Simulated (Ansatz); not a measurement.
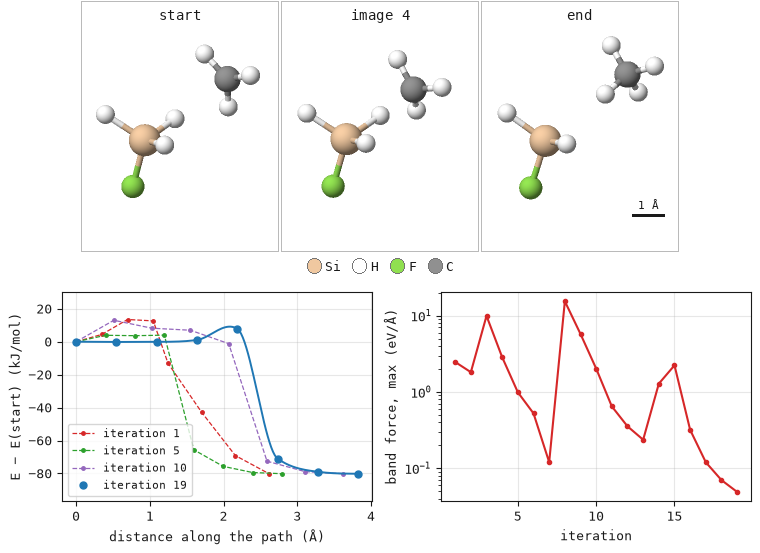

NEB run on CH6FSi (multiplicity 2), made up at the start of SiH3F and CH3. Images are numbered from 0 (start) to 7 (end). The plot follows the band through its iterations. The picture is a ball-and-stick view, seen from a free direction.

Computed with UKS PBE-D4/6-31G* (Ansatz). Run with 6 movable images; no climbing image; force threshold 0.05 eV/Å; iteration limit 60; starting path through a guess of the saddle point.

Q: Did the band converge, and can the barrier be trusted?

A: The run is converged, with reservations. The band converged in 19 iterations. The largest component of the band force went from 2.5 to 0.049 eV/Å. No image climbed, so the highest image needn't lie on the saddle point, and the true maximum along this path can be higher. The first iteration put the highest image at 13.5 kJ/mol. The highest point, image 4, lies 7.9 kJ/mol above the start and 88.0 kJ/mol above the end; the end is at −80.1 kJ/mol relative to the start.

Limits of the set-up: the start holds two separate molecules, 2.6 Å apart at their closest, whose relative position is a soft coordinate.

The run took 4.5 min on 1 thread of Arm Neoverse V2, on a shared host, peak memory 0.13 GiB.
